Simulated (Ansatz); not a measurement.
## Run report: CH$_{7}$BGaN, molecular dynamics (part 1 of 2)

CH$_{7}$BGaN, SMILES BN[CH2][GaH2], computed with UKS PBE-d3bjatm/6-31G* (Ansatz 0.2.0).

The geometry comes from this level: PBE0-D4/def2-TZVP. Figures and captions count atoms from 1; the log counts them from 0 in places.

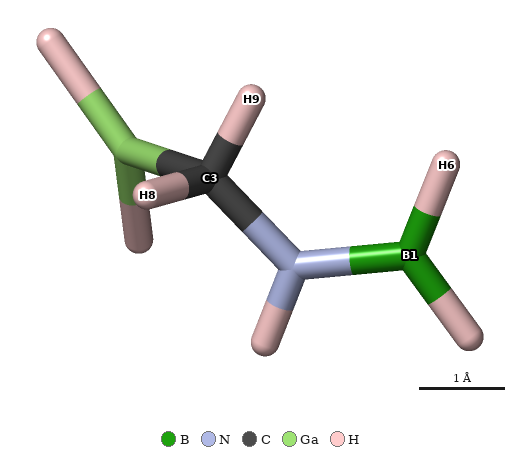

*The input geometry (stick view, seen at a tilt; atoms are numbered from 1 in the order of the input). Sticks mark near contacts.*

Bond lengths as drawn: B–H 1.20 Å, B–N 1.38 Å, C–Ga 1.99 Å, C–H 1.09 to 1.10 Å, C–N 1.45 Å, Ga–H 1.57 Å and H–N 1.01 Å.

Input:
```yaml
crystal:
  periodic: [false, false, false]
  atoms:
    - {symbol: B, position_ang: [-0.644069, 1.806896, 0.627681]}
    - {symbol: N, position_ang: [0.274544, 0.799084, 0.396384]}
    - {symbol: C, position_ang: [0.038662, -0.630510, 0.452879]}
    - {symbol: Ga, position_ang: [0.413413, -1.611108, -1.235598]}
    - {symbol: H, position_ang: [-0.291008, 2.945278, 0.514140]}
    - {symbol: H, position_ang: [-1.766333, 1.510415, 0.928669]}
    - {symbol: H, position_ang: [1.211634, 1.051458, 0.121282]}
    - {symbol: H, position_ang: [0.623319, -1.094975, 1.259277]}
    - {symbol: H, position_ang: [-1.008962, -0.795191, 0.720193]}
    - {symbol: H, position_ang: [1.209583, -0.881653, -2.379365]}
    - {symbol: H, position_ang: [-0.060792, -3.099684, -1.405531]}
basis:
  gaussian: {orbitals: "6-31G*"}
magnetization: {spin_polarized: true, initial_magnetization: 0}
hamiltonian: {xc: {name: PBE}, dispersion: d3bjatm}
md: {timestep: 2 fs, n_steps: 50, ensemble: nvt_langevin, temperature: 1000, initial_velocities: maxwell_boltzmann, friction: 0.01, seed: 8}
```

Hardware: 4 threads of Arm Neoverse V2, 23 GiB of memory available, shared host.

Launch command:
```bash
ansatz run in.yaml --threads 4 --pin off --events-out ev --progress --plain --max-ram 10444MiB
```

Output:
```
Functional definition: PBE
  name "PBE"
  cite "Perdew, Burke & Ernzerhof, Phys. Rev. Lett. 77, 3865 (1996) doi:10.1103/PhysRevLett.77.3865"
  parent pbe
  parameter kappa = 0.804
  parameter beta = 0.06672455060314922
  exchange = pbe_x(kappa = kappa, mu = beta*pi^2/3)
  correlation = pbe_c(beta = beta)
1196 factors; their error is unknown
mean field evaluation 1: about -55666.2651 eV, gradient 4.6e1 eV
mean field evaluation 2: about -55605.4034 eV, gradient 1.0e2 eV
mean field evaluation 4: about -55674.8287 eV, gradient 7.3e0 eV
mean field evaluation 8: about -55675.0921 eV, gradient 3.2e-1 eV
mean field evaluation 16: about -55675.0379 eV, gradient 1.5e-4 eV
mean field -55675.03785991 eV, -2046.0199034556 hartree, gradient 2.7e-5 eV, S^2 0.000000; 0 other end points of the search recorded, 0 dependent functions left out
the calculation of the forces begins
reference -55675.03790963 eV, -2046.0199052830 hartree; 28, 28 occupied and 66, 66 virtual orbitals, 1196 factors
md step     0: t =     0.00 fs  T =   909.1 K  F+E_penalty+E_count = -55675.23018625 eV  E_kin = 1.292600 eV  (31 SCF iters)
these checks for a lower state are left out or cut short: starts, cluster_reference, orbital_swaps, neighbouring_geometries, increment
1196 factors; their error is unknown
mean field -55674.77469665 eV, -2046.0102323844 hartree, gradient 2.3e-5 eV, S^2 0.000000; 0 other end points of the search recorded, 0 dependent functions left out
the calculation of the forces begins
reference -55674.77474645 eV, -2046.0102342142 hartree; 28, 28 occupied and 66, 66 virtual orbitals, 1196 factors
md step     1: t =     2.00 fs  T =   862.3 K  F+E_penalty+E_count = -55674.96816268 eV  E_kin = 1.226103 eV  (29 SCF iters, 5 dispersion substeps)
[... from here on the SCF iterations and repeated set-up lines of each step are left out, up to the last step ...]
md step     2: t =     4.00 fs  T =   739.2 K  F+E_penalty+E_count = -55674.91057898 eV  E_kin = 1.051052 eV  (32 SCF iters, 5 dispersion substeps)
md step     3: t =     6.00 fs  T =   621.1 K  F+E_penalty+E_count = -55674.73293733 eV  E_kin = 0.883099 eV  (31 SCF iters, 5 dispersion substeps)
md step     4: t =     8.00 fs  T =   605.8 K  F+E_penalty+E_count = -55674.69768355 eV  E_kin = 0.861296 eV  (32 SCF iters, 5 dispersion substeps)
md step     5: t =    10.00 fs  T =   587.3 K  F+E_penalty+E_count = -55674.66552824 eV  E_kin = 0.835067 eV  (32 SCF iters, 5 dispersion substeps)
md step     6: t =    12.00 fs  T =   575.4 K  F+E_penalty+E_count = -55674.70308897 eV  E_kin = 0.818114 eV  (31 SCF iters, 5 dispersion substeps)
md step     7: t =    14.00 fs  T =   526.8 K  F+E_penalty+E_count = -55674.65660132 eV  E_kin = 0.749092 eV  (33 SCF iters, 5 dispersion substeps)
md step     8: t =    16.00 fs  T =   469.9 K  F+E_penalty+E_count = -55674.65859575 eV  E_kin = 0.668168 eV  (33 SCF iters, 5 dispersion substeps)
md step     9: t =    18.00 fs  T =   429.6 K  F+E_penalty+E_count = -55674.48894852 eV  E_kin = 0.610800 eV  (32 SCF iters, 5 dispersion substeps)
md step    10: t =    20.00 fs  T =   530.1 K  F+E_penalty+E_count = -55674.52158090 eV  E_kin = 0.753680 eV  (31 SCF iters, 5 dispersion substeps)
md step    11: t =    22.00 fs  T =   484.8 K  F+E_penalty+E_count = -55674.47401992 eV  E_kin = 0.689308 eV  (30 SCF iters, 5 dispersion substeps)
md step    12: t =    24.00 fs  T =   602.1 K  F+E_penalty+E_count = -55674.61402085 eV  E_kin = 0.856119 eV  (31 SCF iters, 5 dispersion substeps)
md step    13: t =    26.00 fs  T =   688.0 K  F+E_penalty+E_count = -55674.83986433 eV  E_kin = 0.978212 eV  (31 SCF iters, 5 dispersion substeps)
md step    14: t =    28.00 fs  T =   686.8 K  F+E_penalty+E_count = -55674.78497899 eV  E_kin = 0.976554 eV  (31 SCF iters, 5 dispersion substeps)
md step    15: t =    30.00 fs  T =   730.0 K  F+E_penalty+E_count = -55674.87278318 eV  E_kin = 1.038013 eV  (31 SCF iters, 5 dispersion substeps)
md step    16: t =    32.00 fs  T =   638.9 K  F+E_penalty+E_count = -55674.81715691 eV  E_kin = 0.908437 eV  (31 SCF iters, 5 dispersion substeps)
md step    17: t =    34.00 fs  T =   642.5 K  F+E_penalty+E_count = -55674.65708157 eV  E_kin = 0.913523 eV  (32 SCF iters, 5 dispersion substeps)
md step    18: t =    36.00 fs  T =   560.5 K  F+E_penalty+E_count = -55674.62201684 eV  E_kin = 0.796888 eV  (33 SCF iters, 5 dispersion substeps)
md step    19: t =    38.00 fs  T =   635.0 K  F+E_penalty+E_count = -55674.71594485 eV  E_kin = 0.902905 eV  (32 SCF iters, 5 dispersion substeps)
md step    20: t =    40.00 fs  T =   600.1 K  F+E_penalty+E_count = -55674.69982296 eV  E_kin = 0.853243 eV  (32 SCF iters, 5 dispersion substeps)
md step    21: t =    42.00 fs  T =   636.3 K  F+E_penalty+E_count = -55674.81133389 eV  E_kin = 0.904734 eV  (32 SCF iters, 5 dispersion substeps)
md step    22: t =    44.00 fs  T =   625.6 K  F+E_penalty+E_count = -55674.81194639 eV  E_kin = 0.889565 eV  (32 SCF iters, 5 dispersion substeps)
md step    23: t =    46.00 fs  T =   573.7 K  F+E_penalty+E_count = -55674.59839547 eV  E_kin = 0.815702 eV  (32 SCF iters, 5 dispersion substeps)
md step    24: t =    48.00 fs  T =   662.8 K  F+E_penalty+E_count = -55674.68059389 eV  E_kin = 0.942418 eV  (32 SCF iters, 5 dispersion substeps)
md step    25: t =    50.00 fs  T =   615.9 K  F+E_penalty+E_count = -55674.61430376 eV  E_kin = 0.875714 eV  (31 SCF iters, 5 dispersion substeps)
md step    26: t =    52.00 fs  T =   677.1 K  F+E_penalty+E_count = -55674.54055512 eV  E_kin = 0.962797 eV  (31 SCF iters, 5 dispersion substeps)
md step    27: t =    54.00 fs  T =   729.3 K  F+E_penalty+E_count = -55674.54774211 eV  E_kin = 1.036928 eV  (31 SCF iters, 5 dispersion substeps)
md step    28: t =    56.00 fs  T =   756.4 K  F+E_penalty+E_count = -55674.72991670 eV  E_kin = 1.075471 eV  (31 SCF iters, 5 dispersion substeps)
md step    29: t =    58.00 fs  T =   704.4 K  F+E_penalty+E_count = -55674.58979161 eV  E_kin = 1.001492 eV  (32 SCF iters, 5 dispersion substeps)
md step    30: t =    60.00 fs  T =   565.4 K  F+E_penalty+E_count = -55674.37055478 eV  E_kin = 0.803968 eV  (32 SCF iters, 5 dispersion substeps)
md step    31: t =    62.00 fs  T =   515.8 K  F+E_penalty+E_count = -55674.25315964 eV  E_kin = 0.733376 eV  (31 SCF iters, 5 dispersion substeps)
md step    32: t =    64.00 fs  T =   537.3 K  F+E_penalty+E_count = -55674.28441145 eV  E_kin = 0.764033 eV  (31 SCF iters, 5 dispersion substeps)
md step    33: t =    66.00 fs  T =   764.8 K  F+E_penalty+E_count = -55674.54079065 eV  E_kin = 1.087472 eV  (33 SCF iters, 5 dispersion substeps)
md step    34: t =    68.00 fs  T =   840.0 K  F+E_penalty+E_count = -55674.53541343 eV  E_kin = 1.194364 eV  (32 SCF iters, 5 dispersion substeps)
md step    35: t =    70.00 fs  T =   979.7 K  F+E_penalty+E_count = -55674.78357383 eV  E_kin = 1.393038 eV  (31 SCF iters, 5 dispersion substeps)
md step    36: t =    72.00 fs  T =   993.7 K  F+E_penalty+E_count = -55674.77776251 eV  E_kin = 1.412909 eV  (30 SCF iters, 5 dispersion substeps)
md step    37: t =    74.00 fs  T =   899.3 K  F+E_penalty+E_count = -55674.65525434 eV  E_kin = 1.278723 eV  (30 SCF iters, 5 dispersion substeps)
md step    38: t =    76.00 fs  T =   783.6 K  F+E_penalty+E_count = -55674.51458462 eV  E_kin = 1.114223 eV  (31 SCF iters, 5 dispersion substeps)
md step    39: t =    78.00 fs  T =   770.1 K  F+E_penalty+E_count = -55674.28025766 eV  E_kin = 1.094991 eV  (31 SCF iters, 5 dispersion substeps)
md step    40: t =    80.00 fs  T =   748.5 K  F+E_penalty+E_count = -55674.55337575 eV  E_kin = 1.064292 eV  (32 SCF iters, 5 dispersion substeps)
md step    41: t =    82.00 fs  T =   735.6 K  F+E_penalty+E_count = -55674.59687344 eV  E_kin = 1.045971 eV  (31 SCF iters, 5 dispersion substeps)
md step    42: t =    84.00 fs  T =   768.6 K  F+E_penalty+E_count = -55674.66486504 eV  E_kin = 1.092871 eV  (31 SCF iters, 5 dispersion substeps)
md step    43: t =    86.00 fs  T =   731.4 K  F+E_penalty+E_count = -55674.63025796 eV  E_kin = 1.039981 eV  (31 SCF iters, 5 dispersion substeps)
md step    44: t =    88.00 fs  T =   814.8 K  F+E_penalty+E_count = -55674.52114502 eV  E_kin = 1.158481 eV  (32 SCF iters, 5 dispersion substeps)
md step    45: t =    90.00 fs  T =   767.8 K  F+E_penalty+E_count = -55674.35067112 eV  E_kin = 1.091684 eV  (31 SCF iters, 5 dispersion substeps)
md step    46: t =    92.00 fs  T =   798.1 K  F+E_penalty+E_count = -55674.39055662 eV  E_kin = 1.134848 eV  (33 SCF iters, 5 dispersion substeps)
md step    47: t =    94.00 fs  T =   709.7 K  F+E_penalty+E_count = -55674.24621765 eV  E_kin = 1.009070 eV  (31 SCF iters, 5 dispersion substeps)
md step    48: t =    96.00 fs  T =   729.4 K  F+E_penalty+E_count = -55674.32301385 eV  E_kin = 1.037054 eV  (32 SCF iters, 5 dispersion substeps)
md step    49: t =    98.00 fs  T =   959.5 K  F+E_penalty+E_count = -55674.49502229 eV  E_kin = 1.364277 eV  (33 SCF iters, 5 dispersion substeps)
these checks for a lower state are left out or cut short: starts, cluster_reference, orbital_swaps, neighbouring_geometries, increment
1196 factors; their error is unknown
mean field -55674.38514022 eV, -2045.9959164496 hartree, gradient 1.0e-5 eV, S^2 0.000000; 0 other end points of the search recorded, 0 dependent functions left out
the calculation of the forces begins
reference -55674.38518965 eV, -2045.9959182659 hartree; 28, 28 occupied and 66, 66 virtual orbitals, 1196 factors
1196 factors; their error is unknown
mean field evaluation 416: about -55674.4393 eV, gradient 3.5e-1 eV
mean field -55674.38514022 eV, -2045.9959164496 hartree, gradient 2.2e-5 eV, S^2 0.000000; 1 other end points of the search recorded, 0 dependent functions left out
the calculation of the forces begins
reference -55674.38518965 eV, -2045.9959182659 hartree; 28, 28 occupied and 66, 66 virtual orbitals, 1196 factors
md step    50: t =   100.00 fs  T =  1066.7 K  F+E_penalty+E_count = -55674.57651130 eV  E_kin = 1.516750 eV  (32 SCF iters, 5 dispersion substeps)
```

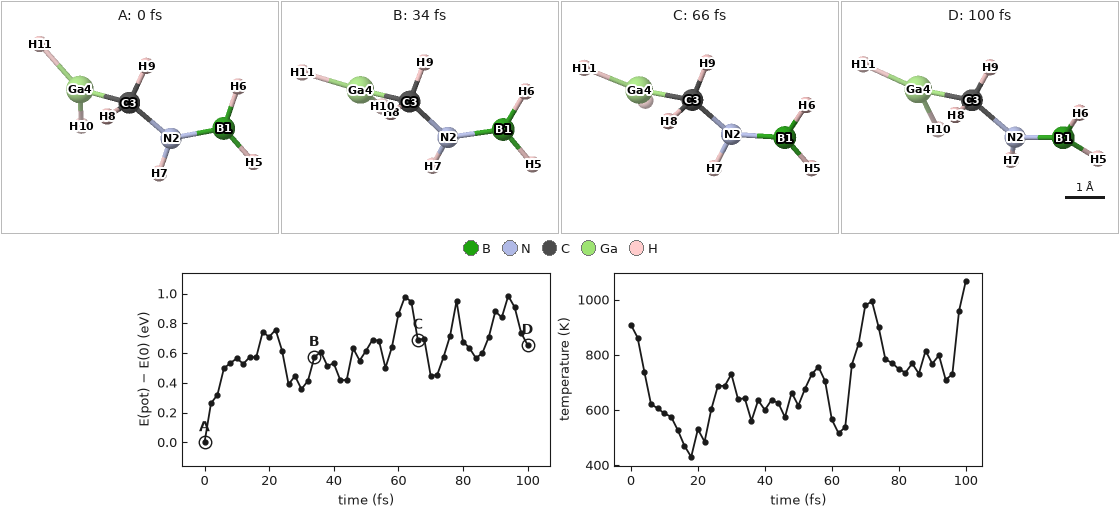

*Frames of the molecular dynamics (ball-and-stick, seen at a tilt) above the curves, on which the letters mark them.*

The trajectory kept here has 51 frames over 100 fs. The temperature starts at 909 K, ranges from 430 to 1067 K and averages 768 K over the second half. The potential energy ends 0.654 eV above its first value. After an unweighted best fit of the last frame on the first, the root-mean-square displacement is 0.44 Å, and H6 has moved furthest (0.83 Å).
